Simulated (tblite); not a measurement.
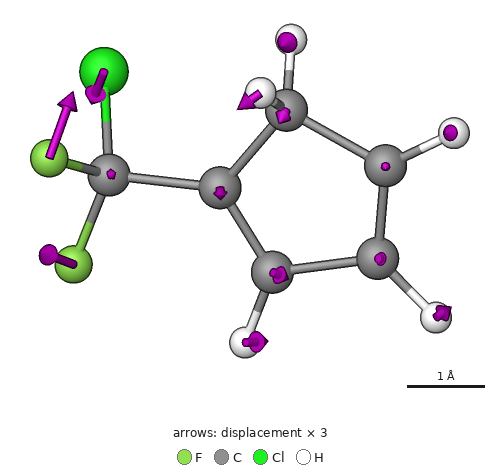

This is a relaxation of C6H5ClF2. The starting structure is drawn; purple arrows show the displacements, 3 times their true length. The two geometries are superimposed by the best rigid fit.

The picture is a ball-and-stick view, seen from a free direction.

All numbers below come from GFN2-xTB geometry optimisation, gas phase (tblite 0.8.0). 

Q: What did the optimiser do to the structure, and how much energy did it gain?

A: The largest move after the best rigid fit is that of an F atom, 0.32 Å. Largest moves by element: F 0.32 Å, Cl 0.24 Å, H 0.15 Å, C 0.10 Å. Near-neighbour distances that change, for instance: C–F 1.399 → 1.344 Å, C–Cl 1.777 → 1.814 Å, C–C 1.504 → 1.476 Å, C–C 1.320 → 1.347 Å. Among the angles between lasting bonds that change: F–C–Cl 112.7° → 106.6°, C–C–C 122.7° → 127.7°, Cl–C–C 106.3° → 110.8°. After 68 geometry steps the energy has fallen by 23.4 kJ/mol. The run took 0.54 s on 1 thread of Intel(R) Xeon(R) CPU @ 2.60GHz, with other jobs on the host.
